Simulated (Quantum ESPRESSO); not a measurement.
# Collinear magnetic orders of EuZn with Quantum ESPRESSO, part 2 of 2

Wanted: the moments of EuZn and the energy of each order that was tried.

Quantum ESPRESSO 7.5; BLYP; plane waves with SSSP 1.3 efficiency PBE potentials, no spin-orbit coupling.

So far, absolute magnetization (μB): step 2 (start 1: ferro +) 6.99.

## 5. Run 4 (antiferro q=(0,0,1/2) +−)

This order needs a doubled cell of 4 atoms.

Contents of pw.in:

```
&CONTROL
  calculation = 'scf'
  prefix = 'pwscf'
  outdir = './tmp'
  pseudo_dir = './pseudo'
  disk_io = 'nowf'
/
&SYSTEM
  ibrav = 0
  celldm(1) = 8
  nat = 4
  ntyp = 3
  ecutwfc = 50
  ecutrho = 400
  nbnd = 47
  input_dft = 'blyp'
  occupations = 'smearing'
  smearing = 'fd'
  degauss = 0.00734986
  nspin = 2
  starting_magnetization(1) = 0.4118
  starting_magnetization(2) = -0.4118
  starting_magnetization(3) = 0
/
&ELECTRONS
  conv_thr = 8d-09
  electron_maxstep = 150
  mixing_beta = 0.3
/
ATOMIC_SPECIES
Eu1   151.9640 Eu.paw.z_17.atompaw.wentzcovitch.v1.2.upf
Eu2   151.9640 Eu.paw.z_17.atompaw.wentzcovitch.v1.2.upf
Zn     65.3800 Zn_pbe_v1.uspp.F.UPF
CELL_PARAMETERS alat
   0.8995096353219    0.0000000000000    0.0000000000000
   0.0000000000000    0.8995096353219    0.0000000000000
   0.0000000000000    0.0000000000000    1.7990192706437
ATOMIC_POSITIONS crystal
Eu1     0.0000000000    0.0000000000    0.0000000000
Eu2     0.0000000000    0.0000000000    0.5000000000
Zn      0.5000000000    0.5000000000    0.2500000000
Zn      0.5000000000    0.5000000000    0.7500000000
K_POINTS automatic
8 8 4 0 0 0
```

Launch:

```console
$ OMP_NUM_THREADS=1 mpirun -n 2 pw.x -nk 2 -in pw.in > pw.out
```

Output:

```text
     [... lines left out ...]
Program PWSCF v.7.5 starts
     [... lines left out ...]
     number of atoms/cell      =            4
     [... lines left out ...]
     number of electrons       =        74.00
     number of Kohn-Sham states=           47
     kinetic-energy cutoff     =      50.0000  Ry
     charge density cutoff     =     400.0000  Ry
     scf convergence threshold =      8.0E-09
     [... lines left out ...]
     16 Sym. Ops., with inversion, found
     [... lines left out ...]
     number of k points=    45  Fermi-Dirac smearing, width (Ry)=  0.0073
     [... lines left out ...]
     iteration # 27     ecut=    50.00 Ry     beta= 0.30
     [... lines left out ...]
     Magnetic moment per site  (integrated on atomic sphere of radius R)
     atom   1 (R=0.321)  charge= 15.0979  magn=  6.7546
     atom   2 (R=0.321)  charge= 15.0979  magn= -6.7546
     atom   3 (R=0.321)  charge= 19.6101  magn= -0.0000
     atom   4 (R=0.321)  charge= 19.6101  magn= -0.0000
     [... lines left out ...]
     the Fermi energy is    11.0261 ev
!    total energy              =   -2211.03818360 Ry
     estimated scf accuracy    <          2.8E-09 Ry
     smearing contrib. (-TS)   =      -0.01356758 Ry
     [... lines left out ...]
     total magnetization       =     0.00 Bohr mag/cell
     absolute magnetization    =    13.92 Bohr mag/cell
     convergence has been achieved in  27 iterations
```

The job ended after 14 min (2 MPI ranks of Intel Xeon Platinum 8259CL at 2.50GHz (Skylake/Cascade Lake), shared host; peak memory 1.4 GiB).

Numbers from this step:

```
smearing term TS       : 0.1846 eV
magnetization          : 0 μB
absolute magnetization : 13.92 μB
final state            : antiferromagnetic
largest moment         : 6.755 μB
```

## 6. Start 5: no spin polarisation

Contents of pw.in:

```
&CONTROL
  calculation = 'scf'
  prefix = 'pwscf'
  outdir = './tmp'
  pseudo_dir = './pseudo'
  disk_io = 'nowf'
/
&SYSTEM
  ibrav = 0
  celldm(1) = 8
  nat = 2
  ntyp = 2
  ecutwfc = 50
  ecutrho = 400
  nbnd = 26
  input_dft = 'blyp'
  occupations = 'smearing'
  smearing = 'fd'
  degauss = 0.00734986
/
&ELECTRONS
  conv_thr = 4d-09
  electron_maxstep = 150
  mixing_beta = 0.3
/
ATOMIC_SPECIES
Eu    151.9640 Eu.paw.z_17.atompaw.wentzcovitch.v1.2.upf
Zn     65.3800 Zn_pbe_v1.uspp.F.UPF
CELL_PARAMETERS alat
   0.8995096353219    0.0000000000000    0.0000000000000
   0.0000000000000    0.8995096353219    0.0000000000000
   0.0000000000000    0.0000000000000    0.8995096353219
ATOMIC_POSITIONS crystal
Eu      0.0000000000    0.0000000000    0.0000000000
Zn      0.5000000000    0.5000000000    0.5000000000
K_POINTS automatic
8 8 8 0 0 0
```

Output:

```text
     [... lines left out ...]
Program PWSCF v.7.5 starts
     [... lines left out ...]
     number of atoms/cell      =            2
     [... lines left out ...]
     number of electrons       =        37.00
     number of Kohn-Sham states=           26
     kinetic-energy cutoff     =      50.0000  Ry
     charge density cutoff     =     400.0000  Ry
     scf convergence threshold =      4.0E-09
     [... lines left out ...]
     48 Sym. Ops., with inversion, found
     [... lines left out ...]
     number of k points=    35  Fermi-Dirac smearing, width (Ry)=  0.0073
     [... lines left out ...]
     iteration # 25     ecut=    50.00 Ry     beta= 0.30
     [... lines left out ...]
     the Fermi energy is    11.0264 ev
!    total energy              =   -1105.04307497 Ry
     estimated scf accuracy    <          6.2E-10 Ry
     smearing contrib. (-TS)   =      -0.06268580 Ry
     [... lines left out ...]
     convergence has been achieved in  25 iterations
```

Wall time 2 min (2 MPI ranks); peak memory 0.64 GiB.

Numbers from this step:

| Property | Result |
| --- | --- |
| smearing term TS | 0.8529 eV |
| final state | non-magnetic (no spin polarisation) |

## 7. What a mistake does

One input was spoiled on purpose, to see how the program answers.

Contents of pw.in:

```
&CONTROL
  calculation = 'scf'
  prefix = 'pwscf'
  outdir = './tmp'
  pseudo_dir = './pseudo'
  disk_io = 'nowf'
/
&SYSTEM
  ibrav = 0
  nat = 2
  ntyp = 2
  ecutwfc = 50
  ecutrho = 400
  nbnd = 29
  input_dft = 'blyp'
  occupations = 'smearing'
  smearing = 'fd'
  degauss = 0.00734986
  nspin = 2
  starting_magnetization(1) = 0.4118
  starting_magnetization(2) = 0
/
&ELECTRONS
  conv_thr = 4d-09
  electron_maxstep = 6
  mixing_beta = 0.3
/
ATOMIC_SPECIES
Eu    151.9640 Eu.paw.z_17.atompaw.wentzcovitch.v1.2.upf
Zn     65.3800 Zn_pbe_v1.uspp.F.UPF
CELL_PARAMETERS angstrom
   3.8080000000    0.0000000000    0.0000000000
   0.0000000000    3.8080000000    0.0000000000
   0.0000000000    0.0000000000    3.8080000000
ATOMIC_POSITIONS crystal
Eu      0.0000000000    0.0000000000    0.0000000000
Zn      0.5000000000    0.5000000000    0.5000000000
K_POINTS automatic
8 8 8 0 0 0
```

Output:

```text
     [... lines left out ...]
Program PWSCF v.7.5 starts
     [... lines left out ...]
     number of atoms/cell      =            2
     [... lines left out ...]
     number of electrons       =        37.00
     number of Kohn-Sham states=           29
     kinetic-energy cutoff     =      50.0000  Ry
     charge density cutoff     =     400.0000  Ry
     scf convergence threshold =      4.0E-09
     [... lines left out ...]
     48 Sym. Ops., with inversion, found
     [... lines left out ...]
     number of k points=    35  Fermi-Dirac smearing, width (Ry)=  0.0073
     [... lines left out ...]
     iteration #  6     ecut=    50.00 Ry     beta= 0.30
     [... lines left out ...]
     estimated scf accuracy    <       0.01384064 Ry
     total magnetization       =     7.08 Bohr mag/cell
     absolute magnetization    =     7.08 Bohr mag/cell
     [... lines left out ...]
     convergence NOT achieved after   6 iterations: stopping
[key lines of the parts left out:]
total energy              =   -1105.51649774 Ry
```

Elapsed: 68 s, on 2 MPI ranks; peak memory 0.67 GiB.

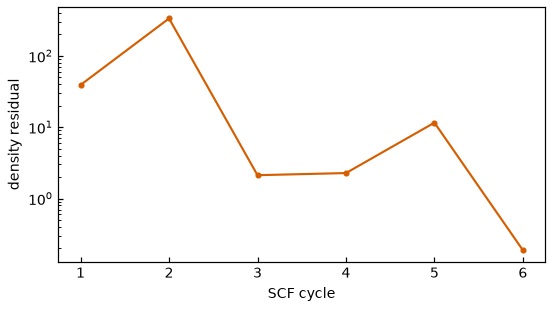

Residual by cycle in this run.

No converged result was reached; the numbers in the log don't describe the system.

After 6 cycles the residual stands at 0.19. The cap of 6 cycles in the input ended the loop.

The fault put into the input: too few SCF iterations.

## 8. Ranking

An order is kept where moments of 0.15 μB or more survive with the typed signs; meshes match where a doubled cell samples the same k points as the first cell.

Orders:

```csv
start,final state,typed order kept,energy over the lowest (meV a seeded atom),largest site moment (μB),net moment (μB a cell of the first run),mesh matched,CPU time (s)
ferro +,ferromagnetic,yes,4.527,6.756,6.983,yes,303
"antiferro q=(0,0,1/2) +-",antiferromagnetic,yes,0,6.755,0,yes,1628
no spin polarisation,non-magnetic,-,6477,0,0,yes,234.7
```

## 9. Results

* lowest state found: antiferromagnetic (from antiferro q=(0,0,1/2) +-)
* largest site moment: 6.75 μB
* next state with moments: ferromagnetic, 4.53 meV a seeded atom higher
* state without moments: 6477 meV a seeded atom higher

What this shows: Forming the moments gains more than four times the spread of the orders, as local moments do. The smearing terms TS of the orders run from 92 to 96 meV a seeded atom, so the differences would change at a smaller width: an order with a larger TS is lowered more by the smearing. This is the lowest of 3 collinear or spinless starts, no proof of the ground state. 2 further starts did not converge. The 4f shell is half filled, so the spin-only picture is fair. Without a U the 4f states are treated as itinerant, which they seldom are. The pseudopotentials were made with another functional, an inconsistency that can move energies. Energies are free energies at an electronic temperature of 1160 K, which lowers moments and differences where the moments are itinerant.

[Logs and program files are shortened in this print: banners, set-up blocks, solver, clock and traceback lines can be left out without a mark of their own.]

[Logs are printed without paths, hosts, clocks, repeated set-up lines and the standing remarks that a program may print on its own settings, such as how far it seeks lower states.]

[Hosts, paths, dates, database ids (printed as entryN), source tags and the programs' standing remarks are cut or masked in the printed files.]

[Where a cell is said to come from a database of computed structures, the database is the Materials Project.]
